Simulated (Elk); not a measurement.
Band structure of SiC (F-43m, 2 atoms in the cell).

```yaml
crystal:
  lattice:
    - [0.00000, 2.18000, 2.18000]
    - [2.18000, 0.00000, 2.18000]
    - [2.18000, 2.18000, 0.00000]
  atoms:
    - { symbol: Si, position: [0.00000, 0.00000, 0.00000] }
    - { symbol: C, position: [0.25000, 0.25000, 0.25000] }
```

Computed with PBE, all-electron FP-LAPW, Elk's shipped species files, APW+lo basis with extra local orbitals run with Elk 10.2.4.

Settings: xctype = 20; rgkmax = 7.5; stype = 3; swidth = 0.000734986 Ha; ngridk = 10 10 10; gmaxvr = 18 1/bohr; lmaxapw = 10; lmaxo = 8; nxlo = 2; lorbcnd = true; lradstp = 2; nrmtscf = 2; lmaxi = 4.

The starting cell has typed, rounded lattice constants, without a prior relaxation at this level. Values depend on the basis (sphere radii, cutoffs, local orbitals), which need not be converged.

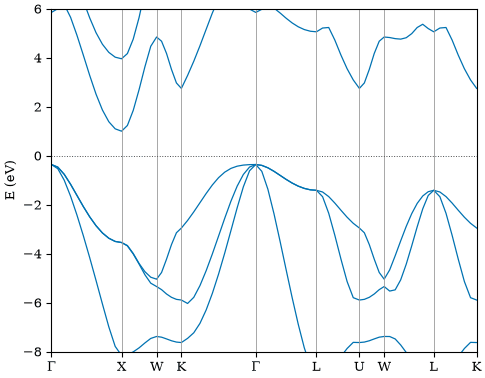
Fig. 1. Bands along the path, energies from the Fermi level.

Levels in eV from the Fermi level, bands 1 to 8:
| point | 1 | 2 | 3 | 4 | 5 | 6 | 7 | 8 |
|---|---|---|---|---|---|---|---|---|
| Γ | -15.75 | -0.36 | -0.36 | -0.36 | 5.85 | 6.94 | 6.94 | 6.94 |
| X | -10.74 | -8.15 | -3.54 | -3.54 | 1.00 | 3.96 | 13.65 | 13.65 |
| W | -10.51 | -7.38 | -5.34 | -5.04 | 4.85 | 9.07 | 9.08 | 9.41 |
| K | -10.75 | -7.63 | -5.89 | -2.95 | 2.75 | 7.40 | 11.47 | 12.08 |
| L | -12.19 | -8.89 | -1.41 | -1.41 | 5.06 | 6.86 | 6.86 | 9.68 |
| U | -10.75 | -7.63 | -5.89 | -2.95 | 2.75 | 7.40 | 11.47 | 12.08 |
